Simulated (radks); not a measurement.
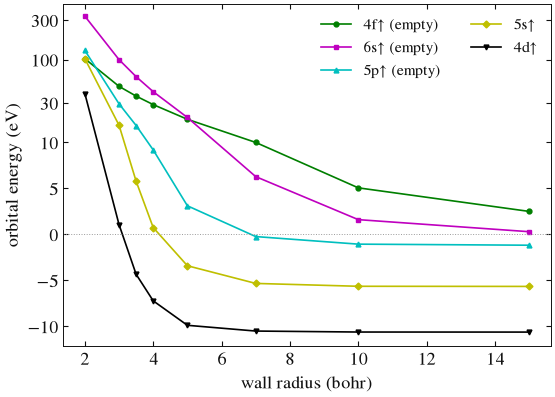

System: atomic cadmium (Cd), configuration [Kr] 4d10 5s2. It is put inside a hard spherical wall of varying radius. Computed with the in-house radial solver radks: scalar-relativistic Kohn-Sham, PBE, spin-polarised, spherical densities, point nucleus. The plot shows the outer orbital energies (spin up), on a scale that is linear within ±10 eV and logarithmic beyond.

### Describe the level shifts under confinement.

The levels rise as the wall closes in: 5s↑ goes from −5.66 eV at 15 bohr to 102.6 eV at 2 bohr and passes zero between 5 and 4 bohr. On compression 4f↑ drops below 6s↑ between 7 and 5 bohr and 4f↑ drops below 5p↑ between 3 and 2 bohr; in each crossing pair the level of higher l rises less. The fastest to rise is 6s↑ (by 334.7 eV), the slowest 4d↑ (by 50.7 eV): the wall presses hardest on the most extended orbitals.
